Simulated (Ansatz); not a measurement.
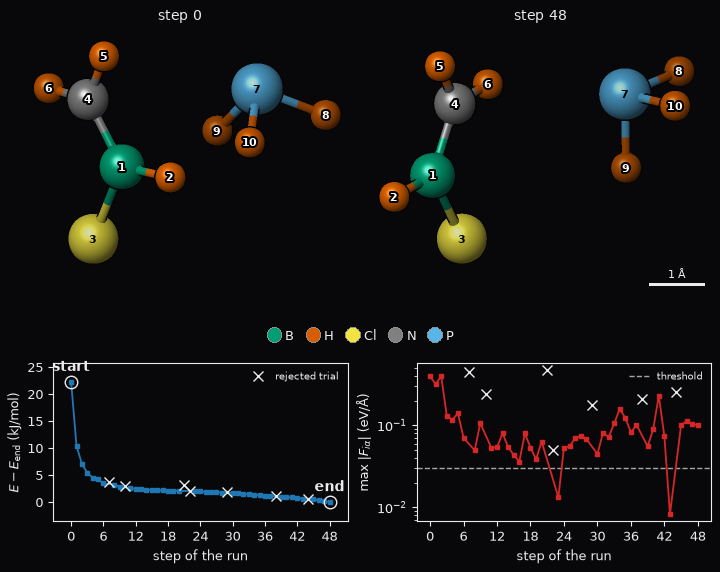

First and last geometry of a relaxation of BPNH$_{6}$Cl, with the history of the run. Style: ball-and-stick. Shown at a tilt.

The run prepares an end point of a later path (reaction) calculation, from a guessed geometry.

All numbers below come from RKS r2SCANh-D4/6-31G* (Ansatz 0.2.0). Set-up: no spin polarisation; force threshold 0.03 eV/Å; at most 50 steps.

Q: Did the run converge, and what did it change?

A: The relaxation stopped without meeting its thresholds, so the last structure isn't shown to be converged. H2 moves most after the best rigid fit: 2.56 Å. By element the largest moves are H 2.56 Å, B 0.96 Å, P 0.47 Å, N 0.31 Å, Cl 0.18 Å. Among the contacts that change: B1–H2 1.189 → 1.196 Å. After 41 accepted moves (48 points after the start) the energy has fallen by 22.3 kJ/mol. The largest force component goes from 0.4 to 0.1 eV/Å. The line search rejected the trial steps at points 7, 10, 21, 22, 29, 38, 44 of the run. The forces were under the threshold at step 23, but the run went on from there. The run took 2.8 min on 2 threads of Arm Neoverse V1, with other jobs on the host, peak memory 0.18 GiB.

```csv
step,"E − E(0), kJ/mol","largest force component, eV/Å",note
0,0.00,0.3987,
1,-11.83,0.3201,
2,-15.16,0.3985,
3,-16.81,0.1312,
4,-17.73,0.1177,
5,-18.04,0.1408,
6,-18.76,0.0710,
7,-18.52,0.4493,rejected
8,-19.00,0.0496,
9,-19.38,0.1065,
10,-19.18,0.2405,rejected
12,-19.77,0.0542,
14,-19.94,0.0545,
16,-20.05,0.0363,
18,-20.10,0.0537,
20,-20.18,0.0636,
22,-20.16,0.0503,rejected
24,-20.27,0.0539,
26,-20.36,0.0698,
28,-20.48,0.0688,
30,-20.56,0.0448,
32,-20.69,0.0719,
34,-20.86,0.1589,
36,-21.03,0.0823,
38,-21.07,0.2093,rejected
40,-21.34,0.0903,
42,-21.51,0.0735,
44,-21.61,0.2583,rejected
46,-21.86,0.1132,
48,-22.26,0.1014,
```
